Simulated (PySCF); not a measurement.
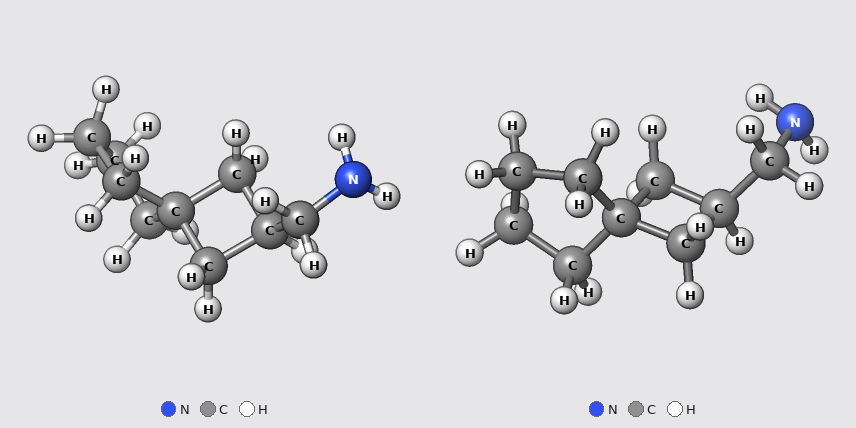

The same structure drawn twice, from different directions.

Computed geometry: PBE0-D3(BJ)/def2-SVP optimisation. No frequency run is at hand to confirm it as a minimum.

**Give the formula.**

C₉H₁₇N, 27 atoms: 9 carbon, 17 hydrogen and 1 nitrogen.

**Give the symmetry (Schoenflies symbol).**

C1.

**Count the bonded pairs by element.**

15 C–H, 10 C–C, 2 N–H, 1 C–N.

**Does it have rings?**

Independent rings (smallest set): 1 of 4 members, 1 of 5 members.

**Name some functional groups or characteristic bonds that it holds.**

Among them: primary amine.

More results for the same structure follow; atom numbers are the same in all pictures, views and colours differ.

### NMR shielding

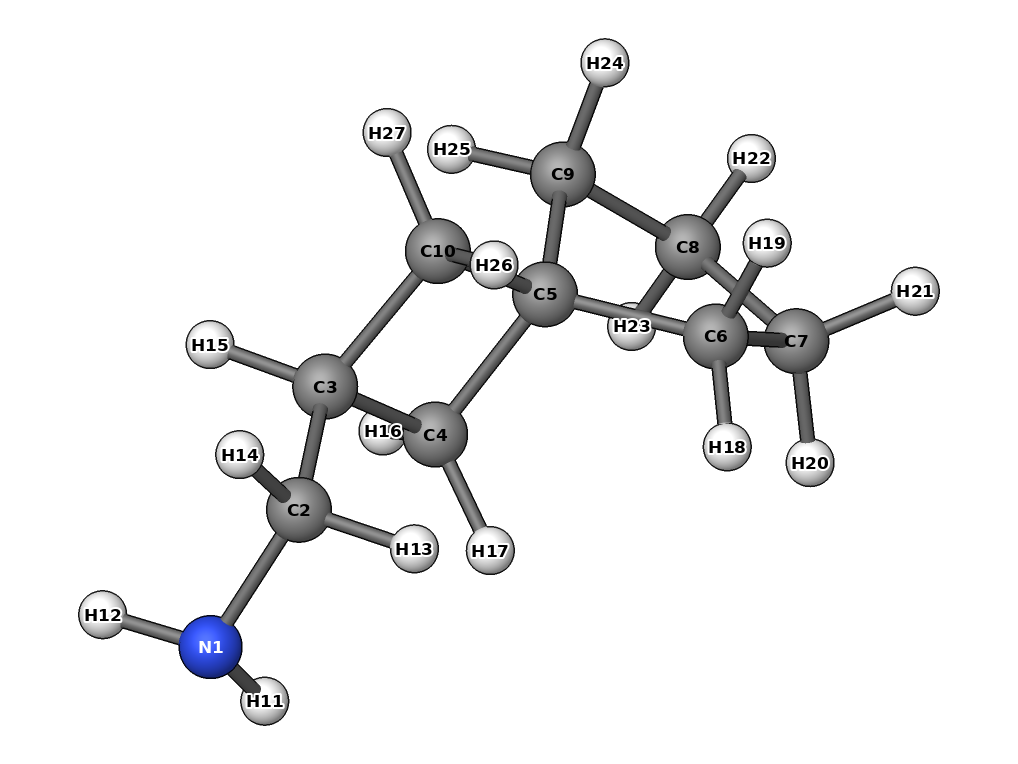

The questions are on isotropic NMR shieldings of the H atoms. No frequency run is at hand to confirm it as a minimum. Level of theory: GIAO PBE0/pcSseg-1 NMR shielding, non-relativistic, IEF-PCM methanol (PySCF 2.14.0).

List the isotropic NMR shieldings of the H atoms.

```
atom  σ (ppm)
 H11    30.30
 H12    31.26
 H13    29.06
 H14    28.59
 H15    29.49
 H16    29.50
 H17    29.94
 H18    29.76
 H19    30.04
 H20    29.69
 H21    29.72
 H22    29.70
 H23    29.70
 H24    30.07
 H25    29.73
 H26    29.86
 H27    29.31
```

### Quadrupole coupling

No frequency run is at hand to confirm it as a minimum. Electric field gradients from the ground-state density, PBE0/pcSseg-1 in chloroform (IEF-PCM) (PySCF 2.14.0), non-relativistic apart from any core potentials.

Give the largest field-gradient component, the quadrupole coupling constant and the asymmetry for 14N at N1 (Q = 20.44 mb).

| atom | V_zz (a.u.) | e²qQ/h (MHz) | η |
| --- | --- | --- | --- |
| N1 | −1.100 | −5.28 | 0.13 |

### Dipole moment

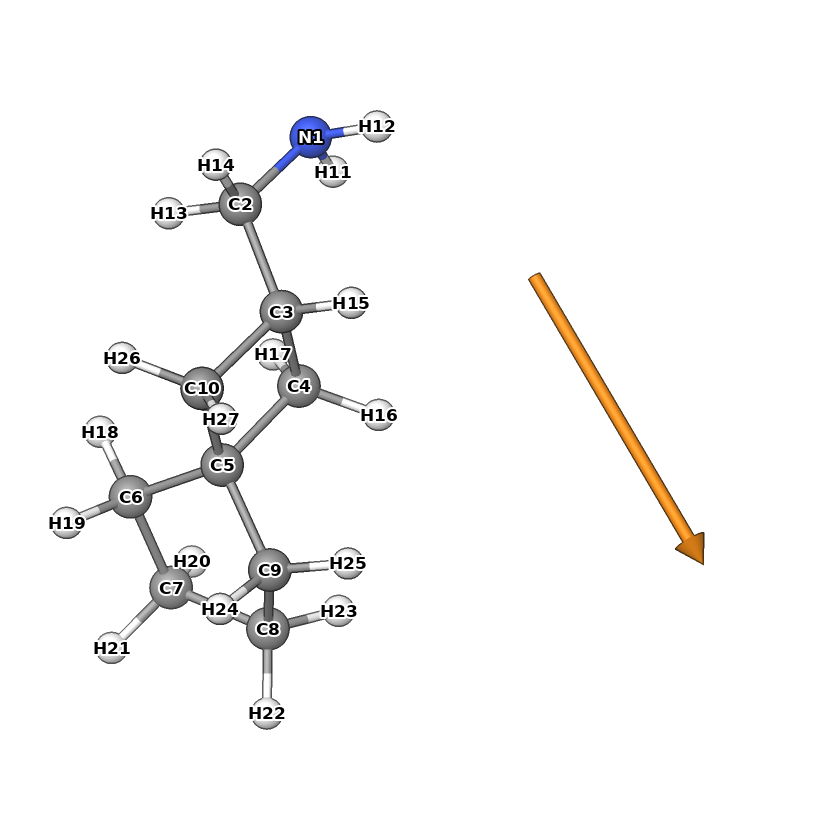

The arrow beside the molecule shows the direction of the dipole moment, from the negative to the positive end (its length means nothing). No frequency run is at hand to confirm it as a minimum. Properties computed with PBE0/pcSseg-1 in chloroform (IEF-PCM) (PySCF 2.14.0).

**How large is the dipole moment?**

1.69 D; it points from the side of N1, H13, H14 to the side of H22 (the outermost atoms at the two ends).
